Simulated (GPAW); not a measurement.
# Dielectric function and optical constants of Si2W

Aim: the dielectric function of Si2W, and the optical constants that follow from it.

Main program and level: GPAW 26.7.0; DFT, PBE, plane-wave PAW (GPAW data sets), scalar-relativistic, RPA, optical limit.

### 1. Set-up

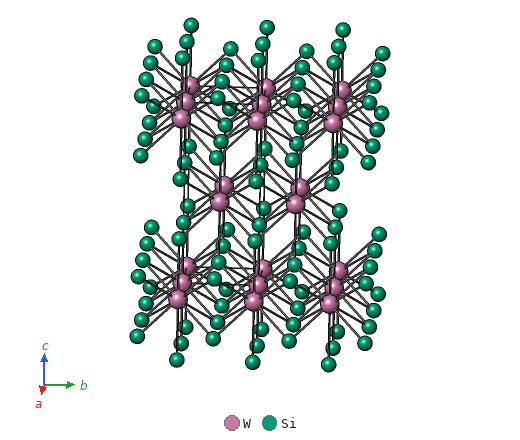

The cell as given, slightly off an axis (tungsten pink, silicon teal). 2×2×1 cells are drawn. This picture shows the conventional cell, with its axes. Some periodic images of atoms are drawn too.

### 2. Ground state

The self-consistent density comes first; it also tells whether there is a gap, which decides the occupations and the need for a Drude term.

This step: DFT, PBE, plane-wave PAW (GPAW data sets), scalar-relativistic, ground state (GPAW 26.7.0).

The input, gs.py:

```python
from ase import Atoms
from ase.dft.bandgap import bandgap
from gpaw import GPAW, PW, FermiDirac

atoms = Atoms(['W', 'Si', 'Si'],
              cell=[[-1.606900000000, 1.606900000000, 3.914950000000],
                    [1.606900000000, -1.606900000000, 3.914950000000],
                    [1.606900000000, 1.606900000000, -3.914950000000]],
              scaled_positions=[[0.000000000000, 0.000000000000, 0.000000000000],
                                [0.665300000000, 0.665300000000, 0.000000000000],
                                [0.334700000000, 0.334700000000, 0.000000000000]],
              pbc=[True, True, True])
atoms.calc = GPAW(mode=PW(500), xc='PBE', kpts={'size': (10, 10, 10), 'gamma': True},
                  occupations=FermiDirac(0.05), maxiter=150, txt='gs.txt')
print('energy (eV)', atoms.get_potential_energy())
print('Fermi level (eV)', atoms.calc.get_fermi_level())
print('valence electrons', atoms.calc.get_number_of_electrons())
print('gap (eV)', bandgap(atoms.calc, output=None)[0])
print('direct gap (eV)', bandgap(atoms.calc, direct=True, output=None)[0])
atoms.calc.write('gs.gpw')
```

On the command line:

```console
$ OMP_NUM_THREADS=1 python gs.py
```

Numbers of over 12 decimals in the logs are rounded to 6 here.

The program printed:

```text
__  _  _
 | _ |_)|_||  |
 |__||  | ||/\| - 26.7.0

Versions:
  Python: 3.12.14
  ASE:    3.29.0
  Numpy:  2.5.5
  Scipy:  1.18.1
  Libxc:  7.0.0

Input parameters:
  mode=PW(ecut=500.0),
  kpts=MonkhorstPack(size=(10, 10, 10), gamma=True),
  maxiter=150,
  occupations=Occupations(name='fermi-dirac', width=0.05, fixmagmom=False),
  xc=XC(name='PBE')

Diagonalizing LCAO Hamiltonian
Converting LCAO to pw mode

       Si

       Si

       W

Atoms  # Å, Bohr magnetons
|   | symbol |         x |         y |        z |    initial magnetic moments |
| 0 |      W |  0.000000 |  0.000000 | 0.000000 | ( 0.0000,  0.0000,  0.0000) |
| 1 |     Si | -0.000000 |  0.000000 | 5.209232 | ( 0.0000,  0.0000,  0.0000) |
| 2 |     Si |  0.000000 | -0.000000 | 2.620668 | ( 0.0000,  0.0000,  0.0000) |

Unit cell  # Å
| periodic |         x |         y |         z |  lengths |     angles |
|      yes | -1.606900 |  1.606900 |  3.914950 | 4.526708 | 138.415317 |
|      yes |  1.606900 | -1.606900 |  3.914950 | 4.526708 | 138.415317 |
|      yes |  1.606900 |  1.606900 | -3.914950 | 4.526708 |  60.267513 |

Number of symmetries: 16
Symmetry operations  # r_c * U_cc + t_c -> r_c
|    | kind |            matrix            |
|  0 |  σ   |  1, 1, 1,  0, 0,-1,  0,-1, 0 |
|  1 |  C4  |  1, 1, 1,  0, 0,-1, -1, 0, 0 |
|  2 |  E   |  1, 0, 0,  0, 1, 0,  0, 0, 1 |
|  3 |  σ   |  1, 0, 0,  0, 1, 0, -1,-1,-1 |
|  4 |  σ   |  0, 1, 0,  1, 0, 0,  0, 0, 1 |
|  5 |  C2  |  0, 1, 0,  1, 0, 0, -1,-1,-1 |
|  6 |  C2  |  0, 0, 1, -1,-1,-1,  1, 0, 0 |
|  7 |  S4  |  0, 0, 1, -1,-1,-1,  0, 1, 0 |
|  8 |  C4  |  0, 0,-1,  1, 1, 1,  0,-1, 0 |
|  9 |  σ   |  0, 0,-1,  1, 1, 1, -1, 0, 0 |
| 10 |  σ   |  0,-1, 0, -1, 0, 0,  1, 1, 1 |
| 11 |  C2  |  0,-1, 0, -1, 0, 0,  0, 0,-1 |
| 12 |  C2  | -1, 0, 0,  0,-1, 0,  1, 1, 1 |
| 13 |  i   | -1, 0, 0,  0,-1, 0,  0, 0,-1 |
| 14 |  S4  | -1,-1,-1,  0, 0, 1,  1, 0, 0 |
| 15 |  C2  | -1,-1,-1,  0, 0, 1,  0, 1, 0 |

BZ-sampling:
  Number of BZ points: 1000
  Number of IBZ points: 102

  Monkhorst-Pack size: [10, 10, 10]
  Monkhorst-Pack shift: [0.05, 0.05, 0.05]

K-points  # in reciprocal-cell coordinates
|     |                                coordinates |     weight |
|   0 | (  0.00000000,   0.00000000,   0.00000000) | 0.00100000 |
|   1 | (  0.10000000,  -0.10000000,   0.00000000) | 0.00400000 |
|   2 | (  0.10000000,  -0.10000000,   0.10000000) | 0.00400000 |
|   3 | (  0.10000000,   0.00000000,   0.00000000) | 0.00800000 |
|   4 | (  0.10000000,   0.10000000,  -0.10000000) | 0.00200000 |
|   5 | (  0.20000000,  -0.20000000,   0.00000000) | 0.00400000 |
|   6 | (  0.20000000,  -0.20000000,   0.10000000) | 0.00800000 |
|   7 | (  0.20000000,  -0.20000000,   0.20000000) | 0.00400000 |
|   8 | (  0.20000000,  -0.10000000,   0.00000000) | 0.01600000 |
|   9 | (  0.20000000,  -0.10000000,   0.10000000) | 0.00800000 |
| ... |                                            |            |
| 101 | (  0.50000000,   0.50000000,   0.50000000) | 0.00100000 |

Plane wave coefficients: 1042
Cutoff: 500.0 eV

Spin-components: 1 (collinear spins)
Bands:           18
Projectors:      16
Spin-degeneracy: 2
Datatype:        complex128

Parallelization:
  kpt:    1
  domain: 1
  band:   1

Density:
  Valence electrons: 22.0
  Components: 1
  Grid points: [24 24 24]
  Charge: 0.0  # |e|

Potential:
  Grid points: [24 24 24]

species:
  W:
    name:    Tungsten
    id:
    Z:       74.0
    valence: 14
    core:    60
    charge:  0.0  # [|e|]
    compensation charges:
      type: gauss
      rc: 0.40  # [Å]
      lmax: 2
    cutoffs:
      filter: 2.36  # [Å]
      core: 3.02  # [Å]
    projectors
    | kind |    occ | energy [eV] | rcut [Å] |
    |   5s |  2.000 |     -78.830 |    1.344 |
    |   6s |  2.000 |      -5.697 |    1.344 |
    |   5p |  6.000 |     -43.233 |    1.355 |
    |   6p |  0.000 |      -1.367 |    1.355 |
    |   5d |  4.000 |      -4.494 |    1.228 |
    |    d |        |      22.717 |    1.228 |

    Using partial waves for W as LCAO basis

  Si:
    name:    Silicon
    id:
    Z:       14.0
    valence: 4
    core:    10
    charge:  0.0  # [|e|]
    compensation charges:
      type: gauss
      rc: 0.33  # [Å]
      lmax: 2
    cutoffs:
      filter: 1.86  # [Å]
      core: 2.06  # [Å]
    projectors
    | kind |    occ | energy [eV] | rcut [Å] |
    |   3s |  2.000 |     -10.812 |    1.058 |
    |   3p |  2.000 |      -4.081 |    1.058 |
    |    s |        |      16.399 |    1.058 |
    |    p |        |      23.130 |    1.058 |
    |    d |        |       0.000 |    1.058 |

    Using partial waves for Si as LCAO basis

Reference energy: -454544.360156  # eV

eigensolver:
  PPCG
  Converge bands: occupied
  niter=2

density mixing:
  MSR1-Mixer
  Pratt-step length: 0.05
  Maximum mixing coefficient: 0.75
  Old densities: 10
  SVD Regularization: 0.005
  Good broyden scale: 1.0
  Trust region scale: 1.0
  Backstep threshold: 4.0
  History deletion threshold: 6.0
  Fourier metric: weight=20.0, sigma=0.015

occupation numbers:
  Fermi-Dirac:
    width: 0.0500  # eV

poisson solver:
  ecut: 4000.0  # eV

xc functional:
  name: PBE with 2 nearest neighbor stencil

convergence criteria:
- Maximum [total energy] change in last 3 cyles: 0.0005 eV / valence electron
- Maximum integral of absolute [dens]ity change: 0.0001 electrons / valence electron
- Maximum integral of absolute [eigenst]ate change: 4e-08 eV^2 / valence electron
maximum number of iterations: 150

SCF iterations
|iter     |      energy | eigst |  dens |
|iter:   1||  -23.403901 | +0.30 |       |
|iter:   2||  -23.401936 | -2.22 | -1.19 |
|iter:   3||  -23.355113 | -2.11 | -1.22 |
|iter:   4||  -23.362263 | -2.94 | -1.81 |
|iter:   5||  -23.362868c| -3.32 | -2.26 |
|iter:   6||  -23.362127c| -3.81 | -2.43 |
|iter:   7||  -23.362123c| -5.90 | -3.35 |
|iter:   8||  -23.362123c| -7.66c| -4.07c|

Converged in 8 steps
SCF loop duration: 19.987 s (2.498 s/step)
Energy contributions relative to reference atoms: (reference = -454544.360156)

Energy contributions:
  Kinetic:          21.189826
  Coulomb:         -17.249482
  Zero:             -0.076634
  External:          0.000000
  Xc:              -27.224133
  Entropy:          -0.003401
  Spinorbit:         0.000000
  ----------------------------
  Free energy:     -23.363823
  Extrapolated:    -23.362123

dipole moment: (-12.932671, -12.932671, 2.438135)  # |e|*Ang

Fermi level: 12.698
Eigenvalues  # (at kpt = [0.000, 0.000, 0.000])
| band index |      eig [eV] | occ [0-2] |
|          0 |       -60.941 |     2.000 |
|        ... |               |           |
|          2 |       -25.448 |     2.000 |
|          3 |       -25.448 |     2.000 |
|          4 |        -1.375 |     2.000 |
|          5 |         5.848 |     2.000 |
|          6 |         8.949 |     2.000 |
|          7 |         9.379 |     2.000 |
|          8 |         9.859 |     2.000 |
|          9 |         9.859 |     2.000 |
|         10 |        13.319 |     0.000 |
|         11 |        15.447 |     0.000 |
|         12 |        15.761 |     0.000 |
|         13 |        15.761 |     0.000 |
|         14 |        17.324 |     0.000 |
|         15 |        18.390 |     0.000 |
|         16 |        18.390 |     0.000 |
|         17 |        21.410 |     0.000 |

No gap
No difference between direct/indirect transitions

--- standard output ---
energy (eV) -23.362123
Fermi level (eV) 12.697929
valence electrons 22.0
gap (eV) 0.0
direct gap (eV) 0.0
```

Elapsed: 24 s, on 1 thread of AMD EPYC 9R14 (Zen 4), shared host; peak memory 0.2 GiB.

This step gave:

* energy: -23.36 eV
* Fermi energy: 12.70 eV
* electrons: 22

There are states at the Fermi level within the smearing, so the occupations stay smeared and the carriers get a Drude term.

### 3. Bands for the response

The response needs many more empty bands than the density does.

This step: DFT, PBE, plane-wave PAW (GPAW data sets), scalar-relativistic, bands at fixed density (GPAW 26.7.0).

The input, nscf.py:

```python
from ase.dft.bandgap import bandgap
from gpaw import GPAW, FermiDirac

calc = GPAW('gs.gpw').fixed_density(kpts={'size': (17, 17, 17), 'gamma': True}, nbands=38, convergence={'bands': 32},
                                    occupations=FermiDirac(0.05), txt='nscf.txt')
print('gap (eV)', bandgap(calc, output=None)[0])
print('direct gap (eV)', bandgap(calc, direct=True, output=None)[0])
print('top band over the Fermi level (eV)', min(calc.get_eigenvalues(kpt=k)[31] for k in range(len(calc.get_ibz_k_points()))) - calc.get_fermi_level())
calc.write('full.gpw', mode='all')
```

On the command line:

```console
$ OMP_NUM_THREADS=1 python nscf.py
```

The program printed:

```text
Diagonalizing LCAO Hamiltonian
Converting LCAO to pw mode
convergence criteria:
- Maximum integral of absolute [eigenst]ate change: 4e-08 eV^2 / valence electron
maximum number of iterations: 150

SCF iterations
|iter     |      energy | eigst |  dens |
|iter:   1||             | +2.95 |       |
|iter:   2||             | +1.01 |       |
|iter:   3||             | -0.09 |       |
|iter:   4||             | -1.05 |       |
|iter:   5||             | -2.09 |       |
|iter:   6||             | -3.23 |       |
|iter:   7||             | -4.33 |       |
|iter:   8||             | -5.33 |       |
|iter:   9||             | -6.12 |       |
|iter:  10||             | -6.81 |       |
|iter:  11||             | -7.44c|       |
SCF steps: 11
  __  _  _
 | _ |_)|_||  |
 |__||  | ||/\| - 26.7.0

Versions:
  Python: 3.12.14
  ASE:    3.29.0
  Numpy:  2.5.5
  Scipy:  1.18.1
  Libxc:  7.0.0

Input parameters:
  mode=PW(ecut=500.0),
  convergence={'bands': 32},
  gpts=array([24, 24, 24]),
  kpts=MonkhorstPack(size=(17, 17, 17), gamma=True),
  maxiter=150,
  nbands=38,
  occupations=Occupations(name='fermi-dirac', width=0.05, fixmagmom=False),
  parallel={},
  xc=XC(name='PBE')

--- standard output ---
gap (eV) 0.0
direct gap (eV) 0.0
top band over the Fermi level (eV) 22.906295
```

The job ended after 3.4 min (1 thread; peak memory 0.53 GiB).

### 4. Dielectric function, RPA

Local fields let the induced charge screen the field inside the cell, which as a rule lowers ε, most along directions where the density is uneven.

This step: DFT, PBE, plane-wave PAW (GPAW data sets), scalar-relativistic, RPA, optical limit (GPAW 26.7.0).

The input, df.py:

```python
from gpaw.response.df import DielectricFunction

df = DielectricFunction('full.gpw', frequencies={'type': 'nonlinear', 'domega0': 0.03, 'omega2': 8},
                        ecut=50,
                        eta=0.15,
                        nbands=32,
                        rate=0.05,
                        txt='df.txt')
for direction in ['x', 'z']:
    df.get_dielectric_function(xc='RPA', direction=direction, filename=f'df_{direction}.csv')
```

On the command line:

```console
$ OMP_NUM_THREADS=1 python df.py
```

The program printed:

```text
Using integrator: PointIntegrator
NonLinearFrequencyDescriptor(from 0.000 to 101.651 eV, 542 points)
Nonperiodic BCs:  [False False False]
Using integrator: PointIntegrator
NonLinearFrequencyDescriptor(from 0.000 to 101.651 eV, 542 points)
Nonperiodic BCs:  [False False False]
Using integrator: PointIntegrator

Calculating chi0 body with:
    Ground state adapter containing:
    Number of spins: 1
    Number of kpoints: 4913
    Number of irreducible kpoints: 405
    Number of completely occupied states: 10
    Number of partially occupied states: 12

    Linear response parametrization:
    q_c: [0.0, 0.0, 0.0]
    Number of frequency points: 542
    Planewave cutoff: 50.0
    Number of bands: 32
    Number of planewaves: 33
    Broadening (eta): 0.15

Integrating chi0 body.

Symmetries of q_c:
    Direct symmetries (Uq -> q): 16
    Indirect symmetries (TUq -> q): 0
In total 16 allowed symmetries.

405 groups of equivalent kpoints. 91.756564% reduction.

Integral kind: spectral function

Calculating chi0 optical extensions with:
    Ground state adapter containing:
    Number of spins: 1
    Number of kpoints: 4913
    Number of irreducible kpoints: 405
    Number of completely occupied states: 10
    Number of partially occupied states: 12

    Linear response parametrization:
    Number of frequency points: 542
    Planewave cutoff: 50.0
    Number of bands: 32
    Number of planewaves: 33
    Broadening (eta): 0.15
Integrating chi0 head and wings.

Symmetries of q_c:
    Direct symmetries (Uq -> q): 16
    Indirect symmetries (TUq -> q): 0
In total 16 allowed symmetries.

405 groups of equivalent kpoints. 91.756564% reduction.

Integral kind: spectral function wings

Calculating drude chi0 with:
    Number of frequency points:542
    Plasma frequency decay rate: 0.05 eV

    Ground state adapter containing:
    Number of spins: 1
    Number of kpoints: 4913
    Number of irreducible kpoints: 405
    Number of completely occupied states: 10
    Number of partially occupied states: 12

Symmetries of q_c:
    Direct symmetries (Uq -> q): 16
    Indirect symmetries (TUq -> q): 0
In total 16 allowed symmetries.

405 groups of equivalent kpoints. 91.756564% reduction.

Integral kind: intraband
Plasma frequency:
[[2.32+0.j 0.  +0.j 0.  -0.j]
 [0.  +0.j 2.32+0.j 0.  -0.j]
 [0.  -0.j 0.  -0.j 2.8 -0.j]]
```

The job ended after 46 s (1 thread; peak memory 0.3 GiB).

Some rows of df_x.csv (energy; Re and Im without local fields; Re and Im with them):

```text
0.000000, 2183.052163, 0.000000, 2182.566774, 0.000000
0.460735, -3.662928, 7.064766, -4.141896, 7.030594
0.943989, 15.193308, 2.949666, 14.704118, 2.911828
1.451455, 19.365981, 5.154638, 18.754578, 5.077134
1.984998, 22.000441, 6.421258, 21.115689, 6.128396
2.546682, 21.824834, 14.995902, 21.266604, 13.823527
3.138794, 17.597137, 16.419524, 17.825157, 15.343301
3.763875, 18.790462, 20.617608, 19.282167, 19.745166
4.424758, 9.683651, 24.296259, 10.363681, 24.133728
5.124608, 1.971866, 26.059226, 2.466161, 26.248711
5.866977, -4.915810, 21.148893, -4.725950, 21.302712
6.655862, -8.829259, 16.004622, -8.701970, 16.243740
7.495775, -9.399535, 7.787423, -9.467139, 7.979239
8.391833, -7.332776, 5.127689, -7.443293, 5.216838
9.349861, -5.161147, 3.651999, -5.253114, 3.626961
10.376517, -4.505389, 2.207001, -4.543736, 2.185738
11.479449, -3.339970, 1.420996, -3.367962, 1.398539
12.667487, -2.399907, 1.085513, -2.420918, 1.063401
13.950874, -1.873953, 0.718325, -1.892164, 0.711036
```

Sum at mesh points, not converged in k. Im ε against photon energy; read off at these points:

```tsv
photon energy (eV)	E ∥ x	E ∥ z
1.0	3.03	2.76
2.0	6.21	14.5
2.7	14.0	34.5
3.0	14.8	31.1
4.0	23.3	19.3
5.0	26.7	21.0
6.0	20.3	16.6
7.0	13.0	15.9
8.0	6.38	6.95
9.0	3.93	3.80
10.0	2.74	2.29
11.0	1.78	1.50
12.0	1.29	0.919
13.0	1.01	0.718
```

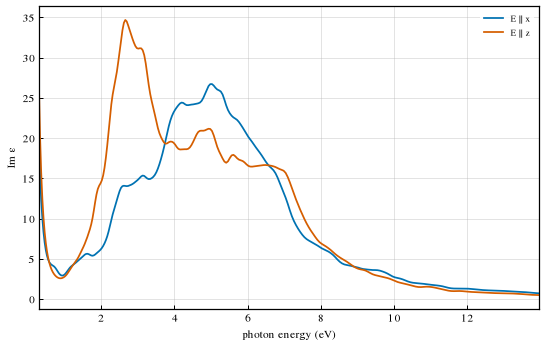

Im ε, plotted against photon energy.

Values under 1 per cm are given as 1; sum at mesh points, not converged in k. Table of absorption coefficient by photon energy:

```tsv
photon energy (eV)	E ∥ x (1/cm)	E ∥ z (1/cm)
1	38593	31380
2	1.4e5	2.6e5
3	4.9e5	1.0e6
4	1.0e6	1.1e6
5	1.7e6	1.6e6
6	2.2e6	1.9e6
7	2.6e6	2.5e6
8	2.4e6	2.6e6
9	2.3e6	2.5e6
10	2.3e6	2.4e6
11	2.2e6	2.3e6
12	2.1e6	2.1e6
13	2.0e6	2.0e6
```

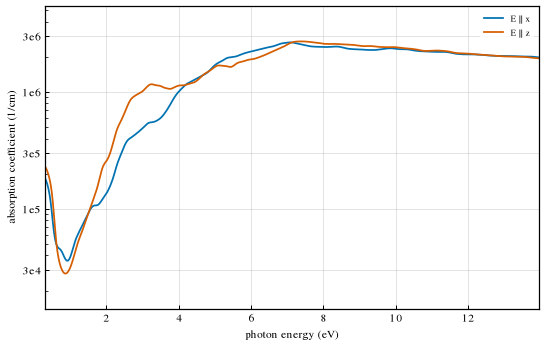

Absorption coefficient against photon energy.

Sum at mesh points, not converged in k. Im ε, E ∥ x against photon energy; read off at these points:

```tsv
photon energy (eV)	without local fields	with local fields
1	3.07	3.03
2	6.52	6.21
3	16.0	14.8
4	24.0	23.3
5	26.6	26.7
6	20.2	20.3
7	12.8	13.0
8	6.26	6.38
9	3.93	3.93
10	2.76	2.74
11	1.80	1.78
12	1.31	1.29
13	1.03	1.01
```

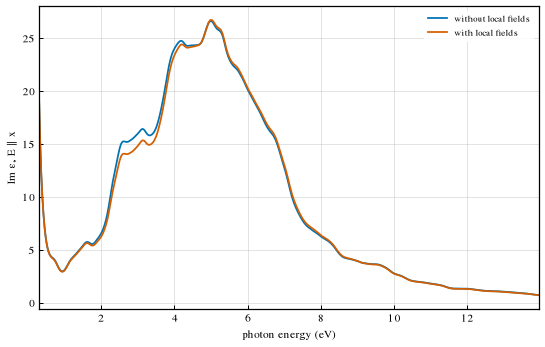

Im ε, E ∥ x, plotted against photon energy.

Sum at mesh points, not converged in k. Table of reflectivity at normal incidence by photon energy; read off at these points:

```tsv
photon energy (eV)	E ∥ x (%)	E ∥ z (%)
1.0	36.2	40.4
2.0	42.6	51.2
3.0	45.8	56.8
4.0	51.4	50.0
5.0	55.8	54.4
6.0	59.7	54.1
7.0	67.3	61.8
8.0	67.8	70.1
8.5	70.2	71.4
9.0	67.6	72.9
10.0	69.9	75.5
11.0	70.3	75.2
11.5	72.3	79.1
11.6	72.0	78.8
12.0	69.2	77.5
13.0	68.5	75.7
```

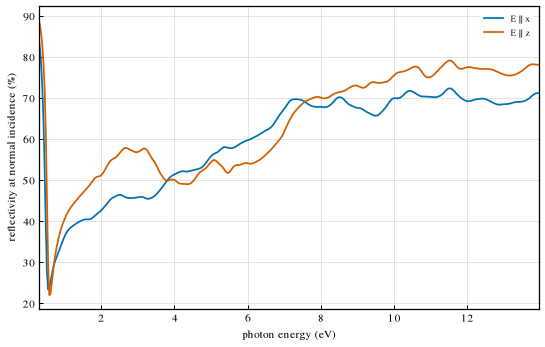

Reflectivity at normal incidence against photon energy.

The loss function −Im 1/ε at q → 0 has structure finer than the step of the table below, so its rows give means over 1 eV, whole bins alone (the curve runs from 0.305 to 14.0 eV). Peaks (eV: height): E ∥ x 0.5: 0.173; E ∥ z 0.6: 0.193.

Sum at mesh points, not converged in k. The loss function −Im 1/ε at q → 0 by energy loss; means over each step:

```tsv
energy loss (eV)	E ∥ x	E ∥ z
1	0.0312	0.0287
2	0.0144	0.0121
3	0.0258	0.0295
4	0.0297	0.0493
5	0.0376	0.0506
6	0.0456	0.0575
7	0.0471	0.0509
8	0.0610	0.0529
9	0.0794	0.0608
10	0.0870	0.0669
11	0.102	0.0781
12	0.129	0.0937
13	0.161	0.122
```

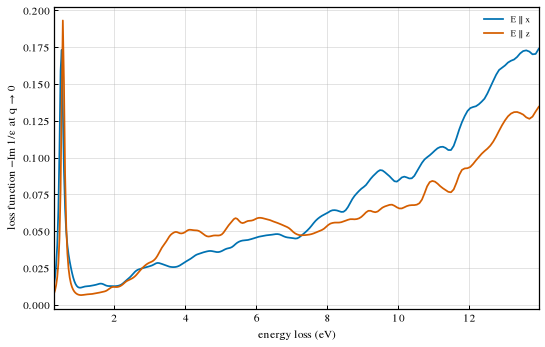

Loss function −Im 1/ε at q → 0, plotted against energy loss.

Optical constants at common wavelengths, from n + ik = √ε:

```tsv
wavelength (nm)	n x	k x	R (%) x	1/α x	n z	k z	R (%) z	1/α z
1064	4.20	0.472	38.4	179 nm	4.81	0.389	43.3	218 nm
800	4.40	0.624	40.4	102 nm	5.33	0.637	47.4	100 nm
633	4.62	0.651	42.2	77 nm	5.71	1.239	51.0	41 nm
532	4.93	1.085	45.8	39 nm	5.98	2.149	55.2	20 nm
405	4.59	1.643	45.9	20 nm	4.58	3.402	57.1	9.5 nm
308	4.68	2.514	51.5	9.8 nm	3.44	2.789	49.9	8.8 nm
248	3.99	3.344	55.8	5.9 nm	3.26	3.229	54.4	6.1 nm
```

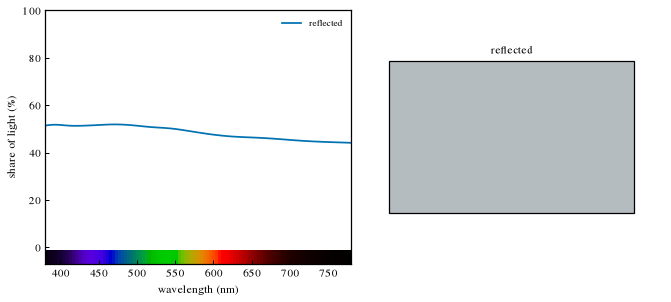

Light reflected across the visible range, with the colour that it makes of daylight (sRGB).

In reflection the computed colour is light grey: x = 0.305, y = 0.325, luminous reflectivity 49 %.

### 5. Results

In words: At this level (PBE, RPA) Si2W is a metal. The mesh is too coarse to trust the carriers' weight, the reflectivity or the colour to better than tens of per cent. In reflection the computed colour is light grey: x = 0.305, y = 0.325, luminous reflectivity 49 %. The carriers' damping of 0.05 eV is typed, not computed; it shapes the response at the lowest energies. Spin-orbit coupling is left out although heavy atoms are present. In this version of GPAW the matrix elements of the optical limit are incomplete, which can lower ε − 1 by up to a tenth where first-row anions or d states rule, and shift it by more in d metals. GPAW's carrier term has the form −ωp²/(ω + i·rate)², which damps like twice the rate and fails at low energy, so the curves leave the lowest energies out. The sum runs over mesh points 0.16 Å⁻¹ apart with no interpolation, so peaks are partly noise of the mesh, and the Drude plasma energy, a sum over the Fermi surface, isn't converged.

[Machine, clock and banner lines and Python warnings are left out of the logs.]

[Logs are printed without paths, hosts, clocks, repeated set-up lines and the standing remarks that a program may print on its own settings, such as how far it seeks lower states.]

[Hosts, paths, dates, database ids (printed as entryN), source tags and the programs' standing remarks are cut or masked in the printed files.]
